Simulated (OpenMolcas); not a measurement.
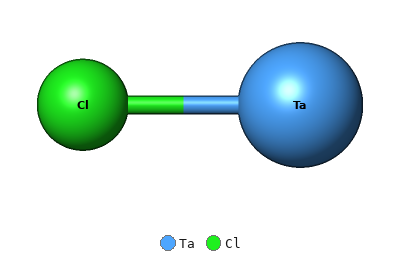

The molecule at the reference distance of 2.290 Å.

## Relativistic diatomic calculation: TaCl (part 1 of 2)

TaCl. Computed at this level: SA-CASSCF(10,9)/XMS-CASPT2 + RASSI spin-orbit (X2C scalar, AMFI), ANO-RCC-VDZP (OpenMolcas).

### Input file
```
&GATEWAY
Coord
2
angstrom
Ta 0.0 0.0 0.0
Cl 0.0 0.0 2.2900
Basis=ANO-RCC-VDZP
Group=XY
RX2C
AMFI
ANGMom
0.0 0.0 0.0
RICD
&SEWARD
&GUESSORB
&RASSCF
FileOrb=$CurrDir/o31.orb
Symmetry=1
Spin=3
nActEl=10 0 0
Inactive=22 18
RAS2=5 4
CIRoot=9 9 1
Linear
Iterations=120 100
OrbListing=Nothing
PRWF=0.15
>>COPY $Project.RasOrb $CurrDir/o31.orb
>>COPY $Project.rasscf.h5 $CurrDir/r31.h5
&CASPT2
XMultistate=all
Imaginary=0.2
IPEA=0.25
MaxIter=40
>>COPY $Project.JobMix JOB001
&RASSCF
CIOnly
FileOrb=$CurrDir/ref.orb
Symmetry=1
Spin=5
nActEl=10 0 0
Inactive=22 18
RAS2=5 4
CIRoot=5 5 1
Linear
Iterations=120 100
OrbListing=Nothing
PRWF=0.15
>>COPY $Project.RasOrb $CurrDir/o51.orb
>>COPY $Project.rasscf.h5 $CurrDir/r51.h5
&CASPT2
XMultistate=all
Imaginary=0.2
IPEA=0.25
MaxIter=40
>>COPY $Project.JobMix JOB002
&RASSI
Nr of JobIphs=2 9 5
1 2 3 4 5 6 7 8 9
1 2 3 4 5
SpinOrbit
EJob
Omega
MEES
MESO
Properties=4
'AngMom' 3 'Mltpl  1' 1 'Mltpl  1' 2 'Mltpl  1' 3
Thrs=1.0d-4
>>COPY $Project.rassi.h5 $CurrDir/so.h5
```

The first orbital files come from an earlier step.

Command:
```bash
pymolcas m.inp (one call a module block, same work directory)
```

### Output (extracts)
```
++    Wave function specifications:
      Number of closed shell electrons          80
      Number of electrons in active shells      10
      Number of inactive orbitals               40
      Number of active orbitals                  9
      Number of secondary orbitals              37
      Spin quantum number                      1.0
      State symmetry                             1
++    Orbital specifications:
      Symmetry species                           1   2
                                                 a   b
      Frozen orbitals                            0   0
      Inactive orbitals                         22  18
      Active orbitals                            5   4
      RAS2 orbitals                              5   4
      Secondary orbitals                        19  18
      Number of basis functions                 46  40
      printout of CI-coefficients larger than  0.15 for root  1
      energy=  -16062.552878
      conf/sym  11111 2222     Coeff  Weight
          1001  22uu0 2200  -0.17336 0.03005
          1397  u2duu 2200   0.47932 0.22974
          1577  u2udu 2200  -0.27673 0.07658
          2333  02uu2 2200   0.80109 0.64174
      printout of CI-coefficients larger than  0.15 for root  2
      energy=  -16062.532518
      conf/sym  11111 2222     Coeff  Weight
          1145  u2u20 2200   0.28857 0.08327
          1217  22u0u 2200   0.16722 0.02796
          1793  02u2u 2200   0.25272 0.06387
          2117  u2u02 2200  -0.85261 0.72695
          2225  u20u2 2200  -0.25048 0.06274
      printout of CI-coefficients larger than  0.15 for root  3
      energy=  -16062.532518
      conf/sym  11111 2222     Coeff  Weight
          1073  u22u0 2200  -0.28857 0.08327
          1325  220uu 2200   0.16722 0.02796
          1505  022uu 2200  -0.25272 0.06387
          2117  u2u02 2200   0.25048 0.06274
          2225  u20u2 2200  -0.85261 0.72695
      printout of CI-coefficients larger than  0.15 for root  4
      energy=  -16062.504418
      conf/sym  11111 2222     Coeff  Weight
          1289  u220u 2200  -0.63743 0.40631
          1397  u2duu 2200   0.20473 0.04192
          1577  u2udu 2200   0.35461 0.12575
          1685  u202u 2200   0.63743 0.40631
      printout of CI-coefficients larger than  0.15 for root  5
      energy=  -16062.504418
      conf/sym  11111 2222     Coeff  Weight
          1289  u220u 2200  -0.28954 0.08383
          1397  u2duu 2200  -0.45073 0.20316
          1577  u2udu 2200  -0.78068 0.60947
          1685  u202u 2200   0.28954 0.08383
      printout of CI-coefficients larger than  0.15 for root  6
      energy=  -16062.498585
      conf/sym  11111 2222     Coeff  Weight
          1397  u2duu 2200   0.69753 0.48654
          1577  u2udu 2200  -0.40272 0.16218
          2333  02uu2 2200  -0.56289 0.31685
      printout of CI-coefficients larger than  0.15 for root  7
      energy=  -16062.483178
      conf/sym  11111 2222     Coeff  Weight
          1289  u220u 2200  -0.70007 0.49009
          1685  u202u 2200  -0.70007 0.49009
      printout of CI-coefficients larger than  0.15 for root  8
      energy=  -16062.472294
      conf/sym  11111 2222     Coeff  Weight
          1505  022uu 2200   0.25613 0.06560
          1793  02u2u 2200  -0.88009 0.77455
          2117  u2u02 2200  -0.32115 0.10314
      printout of CI-coefficients larger than  0.15 for root  9
      energy=  -16062.472294
      conf/sym  11111 2222     Coeff  Weight
          1505  022uu 2200  -0.88008 0.77455
          1793  02u2u 2200  -0.25613 0.06560
          2225  u20u2 2200   0.32115 0.10314
      Natural orbitals and occupation numbers for root  1
      sym 1:   0.308072   1.985183   1.000031   1.000031   1.694932
      sym 2:   1.986783   1.986783   0.019092   0.019092
      Natural orbitals and occupation numbers for root  2
      sym 1:   0.953400   1.986334   1.000056   0.326358   1.721257
      sym 2:   1.987253   1.987253   0.019044   0.019044
      Natural orbitals and occupation numbers for root  3
      sym 1:   0.953400   1.986334   0.326358   1.000056   1.721257
      sym 2:   1.987253   1.987253   0.019044   0.019044
      Natural orbitals and occupation numbers for root  4
      sym 1:   1.000723   1.986742   1.000013   1.000013   1.000031
      sym 2:   1.987499   1.987499   0.018740   0.018740
      Natural orbitals and occupation numbers for root  5
      sym 1:   1.000723   1.986742   1.000013   1.000013   1.000031
      sym 2:   1.987499   1.987499   0.018740   0.018740
      Natural orbitals and occupation numbers for root  6
      sym 1:   0.427953   1.985727   1.000040   1.000040   1.574222
      sym 2:   1.987065   1.987065   0.018943   0.018943
      Natural orbitals and occupation numbers for root  7
      sym 1:   1.000715   1.986725   1.000001   1.000001   1.000033
      sym 2:   1.987466   1.987466   0.018797   0.018797
      Natural orbitals and occupation numbers for root  8
      sym 1:   0.120208   1.985614   1.000006   1.765847   1.116837
      sym 2:   1.986775   1.986775   0.018969   0.018969
      Natural orbitals and occupation numbers for root  9
      sym 1:   0.120210   1.985613   1.765843   1.000006   1.116839
      sym 2:   1.986775   1.986775   0.018969   0.018969
      RASSCF energy for state  9                 -16062.47229396
::    RASSCF root number  1 Total energy: -16062.55287791
::    RASSCF root number  2 Total energy: -16062.53251793
::    RASSCF root number  3 Total energy: -16062.53251792
::    RASSCF root number  4 Total energy: -16062.50441840
::    RASSCF root number  5 Total energy: -16062.50441840
::    RASSCF root number  6 Total energy: -16062.49858469
::    RASSCF root number  7 Total energy: -16062.48317795
::    RASSCF root number  8 Total energy: -16062.47229396
::    RASSCF root number  9 Total energy: -16062.47229396
      Von Neumann Entropy (Root   1) =  1.77581
++    Wave function specifications:
      Number of closed shell electrons          10
      Number of electrons in active shells      10
      Number of inactive orbitals                5
      Number of active orbitals                  9
      Number of secondary orbitals              37
      Spin quantum number                      1.0
      State symmetry                             1
      Number of CSFs                          3760
      Number of CASSCF root(s) available         9
      CASPT2 state passed to geometry opt.       9
      A file JOBMIX will be created
      This is a MULTI-STATE CASSCF reference
      Number of CI roots used                    9
      These are:                                 1   2   3   4   5   6   7   8   9
      Off-diagonal elements of Heff are computed
  FINAL CASPT2 RESULT:
      Reference energy:      -16062.5528779134
      E2 (Non-variational):      -0.3548367124
      Shift correction:          -0.0031225512
      E2 (Variational):          -0.3579592636
      Total energy:          -16062.9108371770
      Reference weight:           0.89507
  FINAL CASPT2 RESULT:
      Reference energy:      -16062.5325179300
      E2 (Non-variational):      -0.3508863747
      Shift correction:          -0.0027425473
      E2 (Variational):          -0.3536289220
      Total energy:          -16062.8861468520
      Reference weight:           0.89951
  FINAL CASPT2 RESULT:
      Reference energy:      -16062.5325179244
      E2 (Non-variational):      -0.3508863779
      Shift correction:          -0.0027425550
      E2 (Variational):          -0.3536289329
      Total energy:          -16062.8861468573
      Reference weight:           0.89951
  FINAL CASPT2 RESULT:
      Reference energy:      -16062.5044184047
      E2 (Non-variational):      -0.3319023974
      Shift correction:          -0.0015410281
      E2 (Variational):          -0.3334434256
      Total energy:          -16062.8378618303
      Reference weight:           0.91891
  FINAL CASPT2 RESULT:
      Reference energy:      -16062.5044184047
      E2 (Non-variational):      -0.3319071392
      Shift correction:          -0.0015412140
      E2 (Variational):          -0.3334483532
      Total energy:          -16062.8378667579
      Reference weight:           0.91891
  FINAL CASPT2 RESULT:
      Reference energy:      -16062.4985846870
      E2 (Non-variational):      -0.3395381719
      Shift correction:          -0.0020952105
      E2 (Variational):          -0.3416333824
      Total energy:          -16062.8402180693
      Reference weight:           0.91185
  FINAL CASPT2 RESULT:
      Reference energy:      -16062.4831779480
      E2 (Non-variational):      -0.3410441884
      Shift correction:          -0.0021205396
      E2 (Variational):          -0.3431647280
      Total energy:          -16062.8263426760
      Reference weight:           0.91047
  FINAL CASPT2 RESULT:
      Reference energy:      -16062.4722939610
      E2 (Non-variational):      -0.3421386238
      Shift correction:          -0.0022751117
      E2 (Variational):          -0.3444137355
      Total energy:          -16062.8167076964
      Reference weight:           0.90978
  FINAL CASPT2 RESULT:
      Reference energy:      -16062.4722939575
      E2 (Non-variational):      -0.3421387760
      Shift correction:          -0.0022751553
      E2 (Variational):          -0.3444139313
      Total energy:          -16062.8167078888
      Reference weight:           0.90978
       Total XMS-CASPT2 energies:
::    XMS-CASPT2 Root  1     Total energy: -16062.90585818
::    XMS-CASPT2 Root  2     Total energy: -16062.88021893
::    XMS-CASPT2 Root  3     Total energy: -16062.88021828
::    XMS-CASPT2 Root  4     Total energy: -16062.84519707
::    XMS-CASPT2 Root  5     Total energy: -16062.83786690
::    XMS-CASPT2 Root  6     Total energy: -16062.83786168
::    XMS-CASPT2 Root  7     Total energy: -16062.82634269
::    XMS-CASPT2 Root  8     Total energy: -16062.82263642
::    XMS-CASPT2 Root  9     Total energy: -16062.82263566
++    Wave function specifications:
      Number of closed shell electrons          80
      Number of electrons in active shells      10
      Number of inactive orbitals               40
      Number of active orbitals                  9
      Number of secondary orbitals              37
      Spin quantum number                      2.0
      State symmetry                             1
      printout of CI-coefficients larger than  0.15 for root  1
      energy=  -16062.565037
      conf/sym  11111 2222     Coeff  Weight
           867  u2uuu 2200   0.98993 0.97997
      printout of CI-coefficients larger than  0.15 for root  2
      energy=  -16062.176461
      conf/sym  11111 2222     Coeff  Weight
           975  uuuu2 2200   0.96207 0.92558
      printout of CI-coefficients larger than  0.15 for root  3
      energy=  -16062.103180
      conf/sym  11111 2222     Coeff  Weight
           903  uu2uu 2200   0.25814 0.06664
           939  uuu2u 2200  -0.92347 0.85279
      printout of CI-coefficients larger than  0.15 for root  4
      energy=  -16062.103180
      conf/sym  11111 2222     Coeff  Weight
           903  uu2uu 2200  -0.92347 0.85279
           939  uuu2u 2200  -0.25814 0.06664
      printout of CI-coefficients larger than  0.15 for root  5
      energy=  -16062.073998
      conf/sym  11111 2222     Coeff  Weight
           831  2uuuu 2200  -0.89054 0.79306
           868  u2uuu 2du0   0.22019 0.04849
           877  u2uuu d20u   0.22019 0.04849
      Natural orbitals and occupation numbers for root  1
      sym 1:   1.000701   1.986781   1.000014   1.000014   1.000020
      sym 2:   1.987368   1.987368   0.018867   0.018867
      Natural orbitals and occupation numbers for root  2
      sym 1:   0.992792   1.007754   0.999893   0.999893   1.999389
      sym 2:   1.978385   1.978385   0.021754   0.021754
      Natural orbitals and occupation numbers for root  3
      sym 1:   0.993211   1.007665   0.999791   1.998801   1.000177
      sym 2:   1.978822   1.978822   0.021355   0.021355
      Natural orbitals and occupation numbers for root  4
      sym 1:   0.993211   1.007665   1.998801   0.999791   1.000177
      sym 2:   1.978822   1.978822   0.021355   0.021355
      Natural orbitals and occupation numbers for root  5
      sym 1:   1.839302   1.143755   0.999753   0.999753   1.015765
      sym 2:   1.907564   1.907564   0.093272   0.093272
      RASSCF energy for state  5                 -16062.07399803
::    RASSCF root number  1 Total energy: -16062.56503651
::    RASSCF root number  2 Total energy: -16062.17646093
::    RASSCF root number  3 Total energy: -16062.10318045
::    RASSCF root number  4 Total energy: -16062.10318044
::    RASSCF root number  5 Total energy: -16062.07399803
      Von Neumann Entropy (Root   1) =  2.15444
++    Wave function specifications:
      Number of closed shell electrons          10
      Number of electrons in active shells      10
      Number of inactive orbitals                5
      Number of active orbitals                  9
      Number of secondary orbitals              37
      Spin quantum number                      2.0
      State symmetry                             1
      Number of CSFs                          1360
      Number of CASSCF root(s) available         5
      CASPT2 state passed to geometry opt.       5
      A file JOBMIX will be created
      This is a MULTI-STATE CASSCF reference
      Number of CI roots used                    5
      These are:                                 1   2   3   4   5
      Off-diagonal elements of Heff are computed
  FINAL CASPT2 RESULT:
      Reference energy:      -16062.5650365076
      E2 (Non-variational):      -0.3346985647
      Shift correction:          -0.0018982610
      E2 (Variational):          -0.3365968256
      Total energy:          -16062.9016333333
      Reference weight:           0.91395
  FINAL CASPT2 RESULT:
      Reference energy:      -16062.1764609298
      E2 (Non-variational):      -0.4364389297
      Shift correction:          -0.0136671721
      E2 (Variational):          -0.4501061018
      Total energy:          -16062.6265670316
      Reference weight:           0.80012
  FINAL CASPT2 RESULT:
      Reference energy:      -16062.1031804475
      E2 (Non-variational):      -0.4408122612
      Shift correction:          -0.0115401134
      E2 (Variational):          -0.4523523746
      Total energy:          -16062.5555328221
      Reference weight:           0.80817
  FINAL CASPT2 RESULT:
      Reference energy:      -16062.1031804394
      E2 (Non-variational):      -0.4408445712
      Shift correction:          -0.0115504521
      E2 (Variational):          -0.4523950233
      Total energy:          -16062.5555754627
      Reference weight:           0.80809
  FINAL CASPT2 RESULT:
      Reference energy:      -16062.0739980349
      E2 (Non-variational):      -0.4377260440
      Shift correction:          -0.0187981854
      E2 (Variational):          -0.4565242294
      Total energy:          -16062.5305222643
      Reference weight:           0.78491
       Total XMS-CASPT2 energies:
::    XMS-CASPT2 Root  1     Total energy: -16062.90158751
::    XMS-CASPT2 Root  2     Total energy: -16062.62659731
::    XMS-CASPT2 Root  3     Total energy: -16062.55558226
::    XMS-CASPT2 Root  4     Total energy: -16062.55552602
::    XMS-CASPT2 Root  5     Total energy: -16062.53053780
  SPIN-FREE ENERGIES:
  (Shifted by EMIN (a.u.) =     -16062.9058581812)
 SF State       Relative EMIN(au)   Rel lowest level(eV)    D:o, cm**(-1)      Abs_M
     1             0.0000000000        0.0000000000              0.0000         0.0
    10             0.0042706697        0.1162108436            937.3037         0.0
     2             0.0256392480        0.6976794803           5627.1645         2.0
     3             0.0256398970        0.6976971408           5627.3069         2.0
     4             0.0606611161        1.6506730617          13313.5761         0.0
     5             0.0679912823        1.8501370449          14922.3616         4.0
     6             0.0679965029        1.8502791051          14923.5074         4.0
     7             0.0795154942        2.1637268244          17451.6338         0.0
     8             0.0832217640        2.2645795637          18265.0660         2.0
     9             0.0832225215        2.2646001761          18265.2322         2.0
    11             0.2792608676        7.5990753325          61290.6760         0.0
    12             0.3502759195        9.5314933386          76876.6783         2.0
    13             0.3503321581        9.5330236692          76889.0213         2.0
    14             0.3753203771       10.2129877484          82373.3014         0.0
```

(Continued in part 2.) Outcome of the run: converged; components of a degenerate state are split by 12 cm⁻¹; the ground state isn't settled.
